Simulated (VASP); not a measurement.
# A VASP study of Hf (Hafnium) (r2SCAN + rVV10): structure first, properties next, part 4 of 6

Aim: relax Hf (Hafnium), then compute properties on the relaxed cell. The start is a cell from a database of measured crystal structures.

VASP 6.6.1; r2SCAN with rVV10; plane waves and PAW (Hf_pv).

So far. Step 5 (Band structure (r2SCAN + rVV10)): There is no gap at this level. Step 6 (Density of states (r2SCAN + rVV10)): The finer mesh and the other smearing move the Fermi level by -0.01 eV from the 8×8×5 run, a small shift, which tests the Fermi level alone. Of the states within 0.3 eV of the Fermi level, the largest shares in the PAW spheres are Hf d 52 % and Hf p 18 %. The rest lies in smaller channels or between the spheres.

### 7. Zone-centre phonons (r2SCAN + rVV10)

Zone-centre modes test whether the atoms sit at a minimum within this cell. IBRION = 6 takes the force constants from differences of forces between displaced cells, so the forces must be tight.

File INCAR:

```
SYSTEM = Hf
PREC = Accurate
ENCUT = 400
EDIFF = 1E-08
NELM = 100
ISMEAR = 1
SIGMA = 0.2
LREAL = .FALSE.
ALGO = Normal
METAGGA = R2SCAN
LUSE_VDW = .TRUE.
IVDW_NL = 2
BPARAM = 11.95
CPARAM = 0.0093
LASPH = .TRUE.
NBANDS = 16
LORBIT = 11
LWAVE = .FALSE.
LCHARG = .FALSE.
KPAR = 2
IBRION = 6
NFREE = 2
POTIM = 0.015
ISIF = 2
NSW = 1
```

File POSCAR:

```
Hf
1.0
    3.1864262073      0.0000000000      0.0000000000
   -1.5932131036      2.7595260428      0.0000000000
    0.0000000000      0.0000000000      5.0220807124
Hf
2
Direct
    0.3333333333      0.6666666667      0.2500000000
    0.6666666667      0.3333333333      0.7500000000
```

File KPOINTS:

```
Automatic mesh
0
Gamma
14 14 8
0 0 0
```

PAW data sets: Hf_pv (PBE family, release 64).

On the command line:

```sh
$ mpirun -np 2 vasp_std
```

What it wrote:

```text
[... set-up lines as in an earlier step ...]
 entering main loop
       N       E                     dE             d eps       ncg     rms          rms(c)
Total rVV10 correction in eV:      0.3886374    22.5152500
Total rVV10 correction in eV:      0.3886374    22.5152500
DAV:   1    -0.307120130360E+02   -0.30712E+02   -0.10540E+04  3896   0.102E+03
DAV:   2    -0.941458777683E+02   -0.63434E+02   -0.62057E+02  5152   0.234E+02
DAV:   3    -0.956343973371E+02   -0.14885E+01   -0.14844E+01  5080   0.260E+01
DAV:   4    -0.956473581023E+02   -0.12961E-01   -0.12959E-01  4856   0.297E+00
DAV:   5    -0.956475470423E+02   -0.18894E-03   -0.18893E-03  5064   0.293E-01    0.719E+01
Total rVV10 correction in eV:      0.3675521    22.5152502
Total rVV10 correction in eV:      0.3675521    22.5152502
DAV:   6    -0.899957840976E+02    0.56518E+01   -0.10117E+00  4304   0.846E+00    0.416E+01
Total rVV10 correction in eV:      0.3477821    22.5152502
Total rVV10 correction in eV:      0.3477821    22.5152502
DAV:   7    -0.899517800902E+02    0.44004E-01   -0.73249E-01  4744   0.636E+00    0.399E+00
Total rVV10 correction in eV:      0.3488809    22.5152502
Total rVV10 correction in eV:      0.3488809    22.5152502
DAV:   8    -0.899533637660E+02   -0.15837E-02   -0.22755E-02  4776   0.104E+00    0.140E+00
Total rVV10 correction in eV:      0.3504760    22.5152502
Total rVV10 correction in eV:      0.3504760    22.5152502
DAV:   9    -0.899518942946E+02    0.14695E-02   -0.73781E-03  4568   0.579E-01    0.194E-01
Total rVV10 correction in eV:      0.3503601    22.5152502
Total rVV10 correction in eV:      0.3503601    22.5152502
DAV:  10    -0.899518705358E+02    0.23759E-04   -0.22843E-04  5128   0.129E-01    0.154E-01
Total rVV10 correction in eV:      0.3503456    22.5152502
Total rVV10 correction in eV:      0.3503456    22.5152502
DAV:  11    -0.899518674650E+02    0.30707E-05   -0.14986E-05  4904   0.312E-02    0.701E-03
Total rVV10 correction in eV:      0.3503591    22.5152502
Total rVV10 correction in eV:      0.3503591    22.5152502
DAV:  12    -0.899518680766E+02   -0.61161E-06   -0.34734E-07  4944   0.385E-03    0.268E-03
Total rVV10 correction in eV:      0.3503628    22.5152502
Total rVV10 correction in eV:      0.3503628    22.5152502
DAV:  13    -0.899518676585E+02    0.41813E-06   -0.38946E-08  4744   0.170E-03    0.651E-04
Total rVV10 correction in eV:      0.3503626    22.5152502
Total rVV10 correction in eV:      0.3503626    22.5152502
DAV:  14    -0.899518677964E+02   -0.13784E-06   -0.26059E-09  3080   0.505E-04    0.585E-04
Total rVV10 correction in eV:      0.3503628    22.5152502
Total rVV10 correction in eV:      0.3503628    22.5152502
DAV:  15    -0.899518677422E+02    0.54109E-07   -0.36743E-10  2792   0.145E-04    0.646E-05
Total rVV10 correction in eV:      0.3503627    22.5152502
Total rVV10 correction in eV:      0.3503627    22.5152502
DAV:  16    -0.899518677458E+02   -0.35395E-08   -0.48946E-11  2576   0.548E-05
Total rVV10 correction in eV:      0.3503627    22.5152502
Total rVV10 correction in eV:      0.3503627    22.5152502
Total rVV10 correction in eV:      0.3503627    22.5152502
Total rVV10 correction in eV:      0.3503627    22.5152502
   1 F= -.89951868E+02 E0= -.89952953E+02  d E =0.325525E-02
 Found     2 degrees of freedom:
 Finite differences POTIM= 0.01500 DOF=   2
 bond charge predicted
       N       E                     dE             d eps       ncg     rms          rms(c)
Total rVV10 correction in eV:      0.3503754    22.5152502
Total rVV10 correction in eV:      0.3503754    22.5152502
DAV:   1    -0.899453266189E+02    0.65411E-02   -0.75775E-01 16000   0.745E+00    0.243E-01
Total rVV10 correction in eV:      0.3503539    22.5152500
Total rVV10 correction in eV:      0.3503539    22.5152500
DAV:   2    -0.899514528781E+02   -0.61263E-02   -0.38595E-02 17488   0.146E+00    0.777E-02
Total rVV10 correction in eV:      0.3503579    22.5152500
Total rVV10 correction in eV:      0.3503579    22.5152500
DAV:   3    -0.899515335813E+02   -0.80703E-04   -0.29462E-04 22176   0.135E-01    0.708E-02
Total rVV10 correction in eV:      0.3503637    22.5152500
Total rVV10 correction in eV:      0.3503637    22.5152500
DAV:   4    -0.899515661057E+02   -0.32524E-04   -0.44026E-05 19064   0.576E-02    0.147E-02
Total rVV10 correction in eV:      0.3503650    22.5152500
Total rVV10 correction in eV:      0.3503650    22.5152500
DAV:   5    -0.899515703919E+02   -0.42862E-05   -0.98499E-06 21688   0.264E-02    0.946E-03
Total rVV10 correction in eV:      0.3503630    22.5152500
Total rVV10 correction in eV:      0.3503630    22.5152500
DAV:   6    -0.899515703066E+02    0.85314E-07   -0.25196E-07 18984   0.409E-03    0.188E-03
Total rVV10 correction in eV:      0.3503629    22.5152500
Total rVV10 correction in eV:      0.3503629    22.5152500
DAV:   7    -0.899515703022E+02    0.43474E-08   -0.20606E-08 18848   0.120E-03
Total rVV10 correction in eV:      0.3503632    22.5152500
Total rVV10 correction in eV:      0.3503632    22.5152500
Total rVV10 correction in eV:      0.3503631    22.5152500
Total rVV10 correction in eV:      0.3503631    22.5152500
   2 F= -.89951570E+02 E0= -.89952660E+02  d E =0.327011E-02
[...]
3 F= -.89951570E+02 E0= -.89952660E+02  d E =0.327007E-02
[...]
4 F= -.89951520E+02 E0= -.89952606E+02  d E =0.325697E-02
 Finite differences progress:
  Degree of freedom:   2/  2
  Displacement:        1/  2
  Total:               3/  4
 bond charge predicted
       N       E                     dE             d eps       ncg     rms          rms(c)
Total rVV10 correction in eV:      0.3504109    22.5152502
Total rVV10 correction in eV:      0.3504109    22.5152502
DAV:   1    -0.899273833420E+02    0.24137E-01   -0.26829E+00  5376   0.139E+01    0.944E-01
Total rVV10 correction in eV:      0.3503436    22.5152502
Total rVV10 correction in eV:      0.3503436    22.5152502
DAV:   2    -0.899511210816E+02   -0.23738E-01   -0.16002E-01  6000   0.298E+00    0.171E-01
Total rVV10 correction in eV:      0.3503567    22.5152502
Total rVV10 correction in eV:      0.3503567    22.5152502
DAV:   3    -0.899514204489E+02   -0.29937E-03   -0.18347E-03  7368   0.335E-01    0.124E-01
Total rVV10 correction in eV:      0.3503806    22.5152502
Total rVV10 correction in eV:      0.3503806    22.5152502
DAV:   4    -0.899515202419E+02   -0.99793E-04   -0.19070E-04  6264   0.118E-01    0.161E-02
Total rVV10 correction in eV:      0.3503761    22.5152502
Total rVV10 correction in eV:      0.3503761    22.5152502
DAV:   5    -0.899515197488E+02    0.49310E-06   -0.15290E-05  7136   0.252E-02    0.755E-03
Total rVV10 correction in eV:      0.3503731    22.5152502
Total rVV10 correction in eV:      0.3503731    22.5152502
DAV:   6    -0.899515199463E+02   -0.19759E-06   -0.12203E-06  6856   0.908E-03    0.642E-03
Total rVV10 correction in eV:      0.3503698    22.5152502
Total rVV10 correction in eV:      0.3503698    22.5152502
DAV:   7    -0.899515198177E+02    0.12861E-06   -0.27081E-07  6656   0.382E-03    0.914E-04
Total rVV10 correction in eV:      0.3503705    22.5152502
Total rVV10 correction in eV:      0.3503705    22.5152502
DAV:   8    -0.899515198769E+02   -0.59205E-07   -0.13586E-08  4744   0.931E-04    0.456E-04
Total rVV10 correction in eV:      0.3503706    22.5152502
Total rVV10 correction in eV:      0.3503706    22.5152502
DAV:   9    -0.899515198838E+02   -0.68699E-08   -0.24313E-09  3416   0.391E-04
Total rVV10 correction in eV:      0.3503704    22.5152502
Total rVV10 correction in eV:      0.3503704    22.5152502
Total rVV10 correction in eV:      0.3503705    22.5152502
Total rVV10 correction in eV:      0.3503705    22.5152502
   5 F= -.89951520E+02 E0= -.89952606E+02  d E =0.325695E-02
 Finite differences progress:
  Degree of freedom:   2/  2
  Displacement:        2/  2
  Total:               4/  4
```

Run time: 12 min. Hardware: 2 MPI ranks of Intel Xeon 6975P-C (Granite Rapids), shared host; peak memory 0.92 GiB; 21 min of CPU time.

From OUTCAR (step 7):

```text
   k-points           NKPTS =    120   k-points in BZ     NKDIM =    120   number of bands    NBANDS=     16

   NELECT =      20.0000    total number of electrons

 E-fermi :   4.9169

 k-point     1 :       0.0000    0.0000    0.0000
  band No.  band energies     occupation
    ...
      4     -26.3656      2.00000
      5     -26.3633      2.00000
      6     -26.3633      2.00000
      7      -2.8981      2.00000
      8       1.0257      2.00000
      9       5.3883     -0.00428
     10       6.2406     -0.00000
     11       6.2406     -0.00000
     12       6.5978     -0.00000
     13       7.1399     -0.00000
    ...

  Total       -0.0357632     -0.0357632     -0.0647881     -0.0000000      0.0000000      0.0000000
  in kB       -1.2975529     -1.2975529     -2.3506281     -0.0000000      0.0000000      0.0000000
  external PRESSURE =      -1.6485780 kB  Pullay stress =       0.0000000 kB

 POSITION                                       TOTAL-FORCE (eV/Angst)
 -----------------------------------------------------------------------------------
     -0.00000      1.83968      1.24052        -0.000000      0.000000      0.046490
      1.59321      0.91984      3.76656         0.000000     -0.000000     -0.046490
 -----------------------------------------------------------------------------------
    total drift:                               -0.000000      0.000000     -0.000086

  FREE ENERGIE OF THE ION-ELECTRON SYSTEM (eV)
  ---------------------------------------------------
  free  energy   TOTEN  =       -89.9515198838 eV

  energy  without entropy=      -89.9547768378  energy(sigma->0) =      -89.95260554

 Eigenvectors and eigenvalues of the dynamical matrix
 ----------------------------------------------------

   1 f  =    2.912918 THz    18.302404 2PiTHz   97.164486 cm-1    12.046856 meV
             X         Y         Z           dx          dy          dz
     -0.000000  1.839684  1.255520    -0.000000    0.000000   -0.707107
      1.593213  0.919842  3.766561     0.000000    0.000000    0.707107

   2 f  =    2.680137 THz    16.839799 2PiTHz   89.399755 cm-1    11.084152 meV
             X         Y         Z           dx          dy          dz
     -0.000000  1.839684  1.255520     0.530333    0.467703   -0.000000
      1.593213  0.919842  3.766561    -0.530333   -0.467703    0.000000

   3 f  =    2.680137 THz    16.839799 2PiTHz   89.399755 cm-1    11.084152 meV
             X         Y         Z           dx          dy          dz
     -0.000000  1.839684  1.255520    -0.467703    0.530333    0.000000
      1.593213  0.919842  3.766561     0.467703   -0.530333    0.000000

   4 f  =    0.000000 THz     0.000000 2PiTHz    0.000000 cm-1     0.000000 meV
             X         Y         Z           dx          dy          dz
     -0.000000  1.839684  1.255520     0.154126   -0.690105    0.000000
      1.593213  0.919842  3.766561     0.154126   -0.690105    0.000000

   5 f  =    0.000000 THz     0.000000 2PiTHz    0.000000 cm-1     0.000000 meV
             X         Y         Z           dx          dy          dz
     -0.000000  1.839684  1.255520     0.000000   -0.000000    0.707107
      1.593213  0.919842  3.766561    -0.000000    0.000000    0.707107

   6 f/i=    0.000000 THz     0.000000 2PiTHz    0.000001 cm-1     0.000000 meV
             X         Y         Z           dx          dy          dz
     -0.000000  1.839684  1.255520    -0.690105   -0.154126   -0.000000
      1.593213  0.919842  3.766561    -0.690105   -0.154126    0.000000

 ELASTIC MODULI CONTR FROM IONIC RELAXATION (kBar)
 Direction    XX          YY          ZZ          XY          YZ          ZX
 --------------------------------------------------------------------------------
 XX        -159.7765    159.7765     -0.0000     -0.0000      0.0000     -0.0000
 YY         159.7765   -159.7765      0.0000     -0.0000      0.0000      0.0000
 ZZ          -0.0000      0.0000     -0.0000      0.0000      0.0000     -0.0000
 XY          -0.0000     -0.0000      0.0000   -159.7765      0.0000     -0.0000
 YZ           0.0000      0.0000      0.0000      0.0000      0.0000      0.0000
 ZX          -0.0000      0.0000     -0.0000     -0.0000      0.0000     -0.0000
 --------------------------------------------------------------------------------

[... 7 parts as in an earlier step ...]

[... 9 further parts left out ...]
```

CONTCAR:

```
Hf
   1.00000000000000
     3.1864262072999998    0.0000000000000000    0.0000000000000000
    -1.5932131035999999    2.7595260428000001    0.0000000000000000
     0.0000000000000000    0.0000000000000000    5.0220807124000002
  Hf
     2
Direct
     0.3333333332999970    0.6666666667000029    0.2470131901777358
     0.6666666667000030    0.3333333332999970    0.7500000000000000
```

The last energy, forces, stress and levels in OUTCAR belong to the last displaced cell, not to the cell of POSCAR.

Numbers from this step:

```yaml
bands: 16
irreducible_k_points: 120
pressure_of_the_cell: -0.1736 GPa
largest_force_of_the_cell: 0 eV/Å
```

Modes at Γ:

```
mode  frequency (cm⁻¹)  symmetry
   1               0.0  acoustic
   2               0.0  acoustic
   3               0.0  acoustic
   4              89.4       E2g
   5              89.4       E2g
   6              97.2        Bg
```

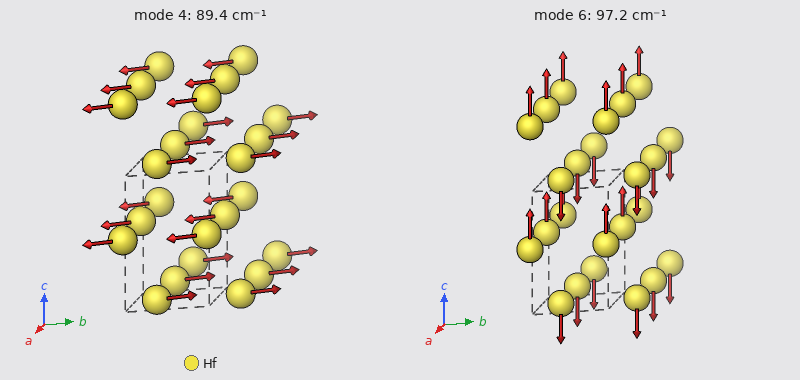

Displacement patterns of modes 4 and 6 at Γ; arrows are exaggerated. 3×2×2 cells are drawn.

The three acoustic modes come out at zero, and all others are real. By the characters of their eigenvectors the optical modes sort into (cm⁻¹) Raman active: E2g 89; silent: Bg 97. B labels carry no number here, since it depends on the setting of the axes. With a centre of inversion no mode is active in both.

### 8. Volume scan with r2SCAN + rVV10

An equation of state needs energies on both sides of the minimum, all on one mesh and cutoff.

INCAR: that of step 7 with these lines changed.

```diff
@@ -3,3 +3,3 @@
 ENCUT = 400
-EDIFF = 1E-08
+EDIFF = 1E-06
 NELM = 100
@@ -20,6 +20,2 @@
 KPAR = 2
-IBRION = 6
-NFREE = 2
-POTIM = 0.015
 ISIF = 2
-NSW = 1
```

File POSCAR:

```
Hf
1.0
    3.1213788491      0.0000000000      0.0000000000
   -1.5606894245      2.7031933782      0.0000000000
    0.0000000000      0.0000000000      4.9195605027
Hf
2
Direct
    0.3333333333      0.6666666667      0.2500000000
    0.6666666667      0.3333333333      0.7500000000
```

File KPOINTS:

```
Automatic mesh
0
Gamma
8 8 5
0 0 0
```

On the command line:

```sh
$ mpirun -np 2 vasp_std
```

What it wrote:

```text
[... set-up lines as in an earlier step ...]
 entering main loop
       N       E                     dE             d eps       ncg     rms          rms(c)
Total rVV10 correction in eV:      0.3724868    22.5152500
Total rVV10 correction in eV:      0.3724868    22.5152500
DAV:   1    -0.299826427372E+02   -0.29983E+02   -0.10622E+04   960   0.103E+03
DAV:   2    -0.939032691681E+02   -0.63921E+02   -0.62388E+02  1304   0.235E+02
DAV:   3    -0.954707460755E+02   -0.15675E+01   -0.15469E+01  1216   0.265E+01
DAV:   4    -0.954836246594E+02   -0.12879E-01   -0.12878E-01  1232   0.297E+00
DAV:   5    -0.954837911698E+02   -0.16651E-03   -0.16651E-03  1256   0.279E-01    0.759E+01
Total rVV10 correction in eV:      0.3526008    22.5152500
Total rVV10 correction in eV:      0.3526008    22.5152500
DAV:   6    -0.899342648237E+02    0.55495E+01   -0.94068E-01  1120   0.829E+00    0.439E+01
Total rVV10 correction in eV:      0.3339415    22.5152500
Total rVV10 correction in eV:      0.3339415    22.5152500
DAV:   7    -0.898945607313E+02    0.39704E-01   -0.64237E-01  1168   0.611E+00    0.404E+00
Total rVV10 correction in eV:      0.3349379    22.5152500
Total rVV10 correction in eV:      0.3349379    22.5152500
DAV:   8    -0.898961301558E+02   -0.15694E-02   -0.20819E-02  1168   0.100E+00    0.139E+00
Total rVV10 correction in eV:      0.3363844    22.5152500
Total rVV10 correction in eV:      0.3363844    22.5152500
DAV:   9    -0.898949312900E+02    0.11989E-02   -0.58470E-03  1168   0.528E-01    0.204E-01
Total rVV10 correction in eV:      0.3363238    22.5152500
Total rVV10 correction in eV:      0.3363238    22.5152500
DAV:  10    -0.898949082618E+02    0.23028E-04   -0.16710E-04  1248   0.112E-01    0.170E-01
Total rVV10 correction in eV:      0.3363012    22.5152500
Total rVV10 correction in eV:      0.3363012    22.5152500
DAV:  11    -0.898948954838E+02    0.12778E-04   -0.14034E-05  1208   0.321E-02    0.111E-02
Total rVV10 correction in eV:      0.3363116    22.5152500
Total rVV10 correction in eV:      0.3363116    22.5152500
DAV:  12    -0.898948962675E+02   -0.78369E-06   -0.32528E-07   672   0.466E-03
Total rVV10 correction in eV:      0.3363147    22.5152500
Total rVV10 correction in eV:      0.3363147    22.5152500
Total rVV10 correction in eV:      0.3363151    22.5152500
Total rVV10 correction in eV:      0.3363151    22.5152500
   1 F= -.89894896E+02 E0= -.89896489E+02  d E =0.477766E-02
```

It took 32 s on 2 MPI ranks; peak memory 0.39 GiB.

Parts of OUTCAR (step 8):

```text
   ENCUT  =  400.0 eV  29.40 Ry    5.42 a.u.   5.09  5.09  8.02*2*pi/ulx,y,z

   NELECT =      20.0000    total number of electrons

 E-fermi :   5.4214

 k-point     1 :       0.0000    0.0000    0.0000
  band No.  band energies     occupation
    ...
      4     -25.6911      2.00000
      5     -25.6899      2.00000
      6     -25.6899      2.00000
      7      -2.6601      2.00000
      8       1.2610      2.00000
      9       6.0846     -0.00003
     10       6.6887     -0.00000
     11       6.6887     -0.00000
     12       7.0785     -0.00000
     13       7.6687     -0.00000
    ...

  Total        2.0515039      2.0515039      2.1406092      0.0000000      0.0000000      0.0000000
  in kB       79.1831959     79.1831959     82.6224479      0.0000000      0.0000000      0.0000000
  external PRESSURE =      80.3296132 kB  Pullay stress =       0.0000000 kB

 POSITION                                       TOTAL-FORCE (eV/Angst)
 -----------------------------------------------------------------------------------
     -0.00000      1.80213      1.22989        -0.000000     -0.000000      0.000000
      1.56069      0.90106      3.68967         0.000000      0.000000      0.000000
 -----------------------------------------------------------------------------------
    total drift:                               -0.000000      0.000000     -0.000000

  FREE ENERGIE OF THE ION-ELECTRON SYSTEM (eV)
  ---------------------------------------------------
  free  energy   TOTEN  =       -89.8948962675 eV

  energy  without entropy=      -89.8996739258  energy(sigma->0) =      -89.89648882

[... 4 parts as in an earlier step ...]

[... 12 further parts left out ...]
```

The scan keeps the cell's shape and the fractional positions fixed.

This step gave:

| Quantity | Value |
| --- | --- |
| irreducible k-points | 30 |
| free energy (TOTEN) | -89.8949 eV |
| energy at zero smearing | -89.8965 eV |
| Fermi energy | 5.421 eV |
| pressure | 8.033 GPa |

The pressure here is 8.03 GPa.

(Part 4 of 6 ends here.)

[Lines on the potential files, build, host, timing and source positions are cut from VASP's logs without a mark.]

[Logs are printed without paths, hosts, clocks, repeated set-up lines and the standing remarks that a program may print on its own settings, such as how far it seeks lower states.]

[Hosts, paths, dates, database ids (printed as entryN), source tags and the programs' standing remarks are cut or masked in the printed files.]

[Measured values are set beside computed ones only where the two were judged alike; some that the calculation misses by far are left out.]
